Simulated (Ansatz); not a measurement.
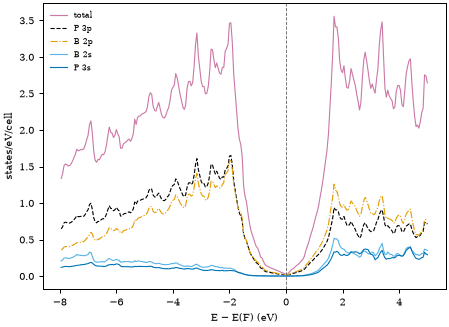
*Total and projected density of states of BP in space group P6_222 (No. 180; B on 3d, P on 3c), the program Ansatz at the LDA level (PAW)*

**Question.** Which orbitals carry the states next to the Fermi level?

**Answer.** Within 0.5 eV of the Fermi level: B 2p 48 %, P 3p 38 %, outside the projected shells 11 %. Projections are on Löwdin-orthogonalised atomic valence shells; empty p or d shells of many metals are not among them.

**Question.** Where is the tallest occupied peak in this window, and what makes it?

**Answer.** Near -1.9 eV, about 3.5 states/eV per cell; the largest projected share is P 3p.

The start of the workflow was typed in or built on a structure type; neither database checked (COD, Materials Project) lists it. It is not the phase usual at ambient conditions (space group No. 216). Symmetry was held in the LDA relaxation; whether a distortion lowers the energy is not shown.

Potentials: the earlier of the program's two PAW sets. The files were generated under PBE; for other functionals the program regenerates the frozen cores, and for LDA and PBEsol the local potential too.
